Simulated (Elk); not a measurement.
# Al4V: is a spiral lower than the collinear state?

Aim: the energy of spin spirals in Al4V along a path of wavevectors.

Calculated with Elk 11.2.3 (patched build); LDA (Perdew-Wang); all-electron APW+lo, Dirac cores, scalar-relativistic bands.

The structure was built from a prototype and need not be the compound's stable phase.

## 1. Starting point

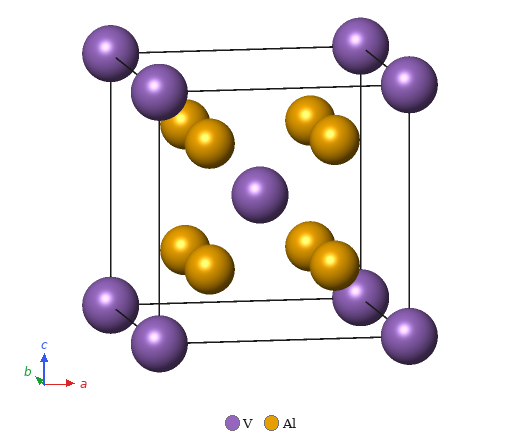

The cell as given, slightly off an axis (vanadium purple, aluminium orange). This picture shows the conventional cell, with its axes. Some periodic images of atoms are drawn too.

As a file:

```cif
data_structure
_symmetry_space_group_name_H-M 'Im-3m'
_symmetry_Int_Tables_number 229
_cell_length_a 5.6347
_cell_length_b 5.6347
_cell_length_c 5.6347
_cell_angle_alpha 90.000
_cell_angle_beta 90.000
_cell_angle_gamma 90.000
_cell_volume 178.90
loop_
_atom_site_label
_atom_site_type_symbol
_atom_site_symmetry_multiplicity
_atom_site_Wyckoff_symbol
_atom_site_fract_x
_atom_site_fract_y
_atom_site_fract_z
_atom_site_occupancy
V1 V 2 a 0.00000 0.00000 0.00000 1
Al1 Al 8 c 0.25000 0.25000 0.75000 1
```

The cell is a made-up one and need not be a known phase.

## 2. Reference state

The energies of all spirals count from this run, made with the same spinor basis and mesh so that errors cancel.

The moments start as ferro +, on a cone 30° from z.

The last three numbers of an atom's line are a seed field in its sphere. It points against the wanted moment and shrinks by the factor reducebf each loop.

elk.in reads:

```
tasks
  0
  33
  73

xctype
  3

rgkmax
  7.0

nempty
  12

swidth
  0.002

reducebf
  0.5

epsengy
  1e-06

maxscl
  100

lmaxi
  2

spinsprl
  .true.

spinpol
  .true.

vqlss
  0.000000 0.000000 0.000000

sppath
  './'

avec
  -5.32402178694 5.32402178694 5.32402178694
  5.32402178694 -5.32402178694 5.32402178694
  5.32402178694 5.32402178694 -5.32402178694

atoms
  2
  'V.in'
  1
  0.0000000000 0.0000000000 0.0000000000   -0.022500 0.000000 -0.038971
  'Al.in'
  4
  0.0000000000 0.0000000000 0.5000000000   0.000000 0.000000 0.000000
  0.0000000000 0.5000000000 0.0000000000   0.000000 0.000000 0.000000
  0.5000000000 0.0000000000 0.0000000000   0.000000 0.000000 0.000000
  0.5000000000 0.5000000000 0.5000000000   0.000000 0.000000 0.000000

ngridk
  8 8 8

plot3d
  0 0 0
  1 0 0
  0 1 0
  0 0 1
  25 25 25
```

The run is started by

```sh
$ OMP_NUM_THREADS=4 elk
```

Numbers of over 12 decimals in the logs are rounded to 6 here.

Output:

```text
Warning(gndstate): core states of species 2 leak from the muffin-tin :   0.5571732117E-03

--- INFO.OUT ---
┌─────────────────────────┐
│ Elk code version 11.2.3 │
└─────────────────────────┘

All units are atomic (Hartree, Bohr, etc.)

┌─────────────────────────────────────────────────┐
│ Ground-state run starting from atomic densities │
└─────────────────────────────────────────────────┘

Lattice vectors :
  -5.324021787       5.324021787       5.324021787
   5.324021787      -5.324021787       5.324021787
   5.324021787       5.324021787      -5.324021787

Reciprocal lattice vectors :
  0.1439739196E-16  0.5900788500      0.5900788500
  0.5900788500      0.1439739196E-16  0.5900788500
  0.5900788500      0.5900788500      0.1439739196E-16

Unit cell volume      :    603.6420195
Brillouin zone volume :   0.4109227082

Muffin-tin inner radius fraction :   0.1000000000E-01

Nuclei treated as point charges

Species : 1 (V)
 parameters loaded from : V.in
 name : vanadium
 nuclear charge    :   -23.00000000
 electronic charge :    23.00000000
 atomic mass :    92860.67382
 muffin-tin radius :    2.379515540
 number of radial points in muffin-tin :    497
 inner part over the whole radius :   0.9945399312E-02
 number on inner part of muffin-tin    :    350
 approximate nuclear radius :   0.6897515165E-04
 number of mesh points to nuclear radius :    164
 atomic positions (lattice), magnetic fields (Cartesian) :
  1 :   0.00000000  0.00000000  0.00000000   -0.02250000  0.00000000 -0.03897100

Species : 2 (Al)
 parameters loaded from : Al.in
 name : aluminium
 nuclear charge    :   -13.00000000
 electronic charge :    13.00000000
 atomic mass :    49184.33496
 muffin-tin radius :    2.181222578
 number of radial points in muffin-tin :    397
 inner part over the whole radius :   0.9659853843E-02
 number on inner part of muffin-tin    :    276
 approximate nuclear radius :   0.5839653600E-04
 number of mesh points to nuclear radius :    122
 atomic positions (lattice), magnetic fields (Cartesian) :
  1 :   0.00000000  0.00000000  0.50000000    0.00000000  0.00000000  0.00000000
  2 :   0.00000000  0.50000000  0.00000000    0.00000000  0.00000000  0.00000000
  3 :   0.50000000  0.00000000  0.00000000    0.00000000  0.00000000  0.00000000
  4 :   0.50000000  0.50000000  0.50000000    0.00000000  0.00000000  0.00000000

Total number of atoms per unit cell :    5
Total muffin-tin volume :    230.3153114
 ratio of muffin-tin to unit cell volume :   0.3815428746

Spin treatment :
 spin-polarised
 global magnetic field (Cartesian) :    0.000000000       0.000000000       0.000000000
 non-collinear magnetisation
 spin-spiral state assumed
  q-vector (lattice)   :    0.000000000       0.000000000       0.000000000
  q-vector (Cartesian) :    0.000000000       0.000000000       0.000000000
  q-vector length      :    0.000000000

Number of Bravais lattice symmetries :   48
Number of crystal symmetries         :   48
Crystal has inversion symmetry
Real symmetric eigensolver will be used

k-point grid :      8     8     8
k-point offset :    0.000000000       0.000000000       0.000000000
k-point set is reduced with full crystal symmetry group
Total number of k-points :       29

Muffin-tin radius times maximum |G+k| :    7.000000000
 using average radius
Maximum |G+k| for APW functions       :    3.151902089
Maximum (1/2)|G+k|²                   :    4.967243389
Maximum |G| for potential and density :    12.00000000
Constant for pseudocharge density :    7
 order of it for each species :   14  14
 order of it for pair densities of each species (exact exchange by exxq0 0: 14) :   11   9
Radial integration step length :    1

G-vector grid sizes :     36    36    36
Number of G-vectors :    17549

Maximum angular momentum used for
 APW functions            :    8
 outer part of muffin-tin :    6
 inner part of muffin-tin :    2

Total nuclear charge    :   -75.00000000
Total core charge       :    26.00000000
Total valence charge    :    49.00000000
Total excess charge     :    0.000000000
Total electronic charge :    75.00000000

Effective Wigner radius, rₛ :    1.243206285

Number of empty states         :     60
Total number of valence states :    170
Total number of core states    :     26

Third-order local-orbitals added for an l without core states : T
Total number of local-orbitals :     58

Exchange-correlation functional :      3     0     0
 Perdew-Wang/Ceperley-Alder, Phys. Rev. B 45, 13244 (1992)
 gradient requirement :    0
 local density approximation (LDA)

Smearing type :    3
 Fermi-Dirac
Smearing width :   0.2000000000E-02
Effective electronic temperature (K) :    631.5500496

Mixing type :    3
 Broyden mixing, J. Phys. A: Math. Gen. 17, L317 (1984)

Kohn-Sham potential initialised from atomic data

┌──────────────────────────────┐
│ Self-consistent loop started │
└──────────────────────────────┘

┌─────────────────┐
│ Loop number : 1 │
└─────────────────┘

Energies :
 Fermi                       :     0.94297751122802E-01
 sum of occupied eigenvalues :     -1076.0773575107
 electron kinetic            :      1931.5110292572
 core electron kinetic       :      1590.9497110859
 Coulomb                     :     -3730.8190747920
 Coulomb potential           :     -2827.6120034864
 nuclear-nuclear             :     -315.56482987331
 electron-nuclear            :     -4011.4453762869
 Hartree                     :      596.19113136817
 Madelung                    :     -2317.0130730488
 xc potential                :     -179.93308964518
 xc effective B-field        :    -0.20812652151788E-01
 external B-field            :      0.000000
 exchange                    :     -109.50034498014
 correlation                 :     -5.909643
 electron entropic           :    -0.20116324351873E-02
 total energy                :     -1914.7200451562
 (external B-field energy excluded from total)

Density of states at Fermi energy :    160.4510256
 (states/Hartree/unit cell)

Estimated indirect band gap :   0.6065638022E-03
 from k-point 10 to k-point 5
Estimated direct band gap   :   0.1698678677E-02
 at k-point 15

Charges :
 core                        :    26.00000000
 valence                     :    49.00000000
 interstitial                :    6.660698254
 muffin-tins (core leakage)
  species : 1 (V)
   atom 1                    :    24.01879022     ( -0.3549484813E-05)
  species : 2 (Al)
   atom 1                    :    11.08012788     (  0.5809134697E-03)
   atom 2                    :    11.08012788     (  0.5809134697E-03)
   atom 3                    :    11.08012788     (  0.5809134697E-03)
   atom 4                    :    11.08012788     (  0.5809134697E-03)
[...]
Madelung                    :     -2315.5343763099
 xc potential                :     -177.07051574572
 xc effective B-field        :    -0.22027811567351E-01
 external B-field            :      0.000000
 exchange                    :     -109.38557748065
 correlation                 :     -5.904711
 electron entropic           :    -0.19773807745343E-02
 total energy                :     -1914.8091185773
 (external B-field energy excluded from total)

Density of states at Fermi energy :    156.2709573
 (states/Hartree/unit cell)

Estimated indirect band gap :   0.4095202113E-03
 from k-point 7 to k-point 1
Estimated direct band gap   :   0.1919232907E-02
 at k-point 8

Charges :
 core                        :    26.00000000
 valence                     :    49.00000000
 interstitial                :    6.771916501
 muffin-tins (core leakage)
  species : 1 (V)
   atom 1                    :    23.82725332     ( -0.3549484394E-05)
  species : 2 (Al)
   atom 1                    :    11.10020754     (  0.5803749338E-03)
   atom 2                    :    11.10020754     (  0.5803749338E-03)
   atom 3                    :    11.10020754     (  0.5803749338E-03)
   atom 4                    :    11.10020754     (  0.5803749338E-03)
 total in muffin-tins        :    68.22808350
 total calculated charge     :    74.99759109
 total charge                :    75.00000000
 error                       :   0.2408914633E-02

Moments :
 interstitial                :  -0.2593553524E-01  0.8704449118E-07 -0.4492130886E-01
 muffin-tins
  species : 1 (V)
   atom 1                    :   0.5731037137      0.1077307620E-07  0.9926413846
  species : 2 (Al)
   atom 1                    :  -0.1520810668E-01  0.5281596644E-08 -0.2634111358E-01
   atom 2                    :  -0.1520810668E-01  0.5281596644E-08 -0.2634111358E-01
   atom 3                    :  -0.1520810668E-01  0.5281596644E-08 -0.2634111358E-01
   atom 4                    :  -0.1520810668E-01  0.5281596644E-08 -0.2634111358E-01
 total in muffin-tins        :   0.5122712870      0.3189946278E-07  0.8872769302
 total moment                :   0.4863357518      0.1189439540E-06  0.8423556214

RMS change in Kohn-Sham potential (target) :   0.2491255546     (  0.1000000000E-05)
Absolute change in total energy (target)   :   0.8907342116E-01 (  0.1000000000E-05)

[... loops 3 to 23 left out ...]

┌──────────────────┐
│ Loop number : 24 │
└──────────────────┘

Energies :
 Fermi                       :     0.188887
 sum of occupied eigenvalues :     -1071.2568231469
 electron kinetic            :      1925.7425600306
 core electron kinetic       :      1591.3410228067
 Coulomb                     :     -3726.4554853671
 Coulomb potential           :     -2845.8730269442
 nuclear-nuclear             :     -315.56482987331
 electron-nuclear            :     -3984.1418032633
 Hartree                     :      573.25114776956
 Madelung                    :     -2303.5189718950
 xc potential                :     -151.11940312716
 xc effective B-field        :    -0.69531036301087E-02
 external B-field            :      0.000000
 exchange                    :     -108.47698658118
 correlation                 :     -5.865030
 electron entropic           :    -0.20786805389868E-02
 total energy                :     -1915.0570205487
 (external B-field energy excluded from total)

Density of states at Fermi energy :    158.9764572
 (states/Hartree/unit cell)

Estimated indirect band gap :   0.3754737132E-03
 from k-point 5 to k-point 15
Estimated direct band gap   :   0.1247700254E-02
 at k-point 15

Charges :
 core                        :    26.00000000
 valence                     :    49.00000000
 interstitial                :    7.924990715
 muffin-tins (core leakage)
  species : 1 (V)
   atom 1                    :    21.96360038     ( -0.3549488863E-05)
  species : 2 (Al)
   atom 1                    :    11.27785223     (  0.5571732110E-03)
   atom 2                    :    11.27785223     (  0.5571732110E-03)
   atom 3                    :    11.27785223     (  0.5571732110E-03)
   atom 4                    :    11.27785223     (  0.5571732110E-03)
 total in muffin-tins        :    67.07500928
 total calculated charge     :    74.99772531
 total charge                :    75.00000000
 error                       :   0.2274692887E-02

Moments :
 interstitial                :   0.1051059404      0.7237706459E-04  0.1820492013
 muffin-tins
  species : 1 (V)
   atom 1                    :   0.3056065500      0.1807804653E-03  0.5293116255
  species : 2 (Al)
   atom 1                    :   0.1089599530E-01  0.7654225095E-05  0.1887166138E-01
   atom 2                    :   0.1089599530E-01  0.7654225095E-05  0.1887166138E-01
   atom 3                    :   0.1089599530E-01  0.7654225095E-05  0.1887166138E-01
   atom 4                    :   0.1089599530E-01  0.7654225095E-05  0.1887166138E-01
 total in muffin-tins        :   0.3491905312      0.2113973657E-03  0.6047982711
 total moment                :   0.4542964716      0.2837744303E-03  0.7868474724

RMS change in Kohn-Sham potential (target) :   0.2637242079E-07 (  0.1000000000E-05)
Absolute change in total energy (target)   :   0.3848388133E-06 (  0.1000000000E-05)

Convergence targets achieved

┌──────────────────┐
│ Loop number : 25 │
└──────────────────┘

Energies :
 Fermi                       :     0.188887
 sum of occupied eigenvalues :     -1071.2568235116
 electron kinetic            :      1925.7425598237
 core electron kinetic       :      1591.3410228022
 Coulomb                     :     -3726.4554852722
 Coulomb potential           :     -2845.8730269317
 nuclear-nuclear             :     -315.56482987331
 electron-nuclear            :     -3984.1418030869
 Hartree                     :      573.25114768807
 Madelung                    :     -2303.5189718063
 xc potential                :     -151.11940329462
 xc effective B-field        :    -0.69531079623837E-02
 external B-field            :      0.000000
 exchange                    :     -108.47698657707
 correlation                 :     -5.865030
 electron entropic           :    -0.20786799755483E-02
 total energy                :     -1915.0570206553
 (external B-field energy excluded from total)

Density of states at Fermi energy :    158.9764141
 (states/Hartree/unit cell)

Estimated indirect band gap :   0.3754765662E-03
 from k-point 5 to k-point 15
Estimated direct band gap   :   0.1247703145E-02
 at k-point 15

Charges :
 core                        :    26.00000000
 valence                     :    49.00000000
 interstitial                :    7.924990715
 muffin-tins (core leakage)
  species : 1 (V)
   atom 1                    :    21.96360038     ( -0.3549489122E-05)
  species : 2 (Al)
   atom 1                    :    11.27785223     (  0.5571732117E-03)
   atom 2                    :    11.27785223     (  0.5571732117E-03)
   atom 3                    :    11.27785223     (  0.5571732117E-03)
   atom 4                    :    11.27785223     (  0.5571732117E-03)
 total in muffin-tins        :    67.07500928
 total calculated charge     :    74.99772531
 total charge                :    75.00000000
 error                       :   0.2274692887E-02

Moments :
 interstitial                :   0.1051060417      0.7542905806E-04  0.1820491679
 muffin-tins
  species : 1 (V)
   atom 1                    :   0.3056069069      0.1896551812E-03  0.5293116299
  species : 2 (Al)
   atom 1                    :   0.1089600501E-01  0.7970603066E-05  0.1887165649E-01
   atom 2                    :   0.1089600501E-01  0.7970603066E-05  0.1887165649E-01
   atom 3                    :   0.1089600501E-01  0.7970603066E-05  0.1887165649E-01
   atom 4                    :   0.1089600501E-01  0.7970603066E-05  0.1887165649E-01
 total in muffin-tins        :   0.3491909269      0.2215375935E-03  0.6047982558
 total moment                :   0.4542969687      0.2969666515E-03  0.7868474237

┌──────────────────────────────┐
│ Self-consistent loop stopped │
└──────────────────────────────┘

Warning : core states of species 2 leak from the muffin-tin :   0.5571732117E-03

Wrote STATE.OUT
```

The job ended after 3.1 min (4 threads of Arm Neoverse V1, shared host; peak memory 0.35 GiB; 11 min of CPU time).

Spin moment in the muffin-tin sphere by atom:

```csv
atom,x (μB),y (μB),z (μB),size
V1,0.306,0.000,0.529,0.611
Al2,0.011,0.000,0.019,0.022
Al3,0.011,0.000,0.019,0.022
Al4,0.011,0.000,0.019,0.022
Al5,0.011,0.000,0.019,0.022
```

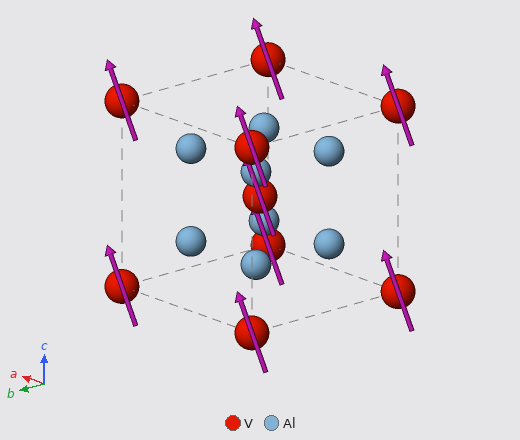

Spin moment in the muffin-tin sphere as arrows, the longest 0.611 μB. Some periodic images of atoms are drawn too.

This step gave:

```
density of states at the Fermi level : 5.842 states/eV/cell
moment between the spheres           : 0.1051, 0, 0.1820 μB
magnetization                        : 0.4543, 0, 0.7868 μB
final state                          : ferromagnetic
```

After 25 cycles the largest moment stands at 0.611 μB.

(Continued in part 2 of 2.)

[Logs and program files are shortened in this print: banners, set-up blocks, solver, clock and traceback lines can be left out without a mark of their own.]

[Logs are printed without paths, hosts, clocks, repeated set-up lines and the standing remarks that a program may print on its own settings, such as how far it seeks lower states.]

[Hosts, paths, dates, database ids (printed as entryN), source tags and the programs' standing remarks are cut or masked in the printed files.]

[Where a cell is said to come from a database of computed structures, the database is the Materials Project.]
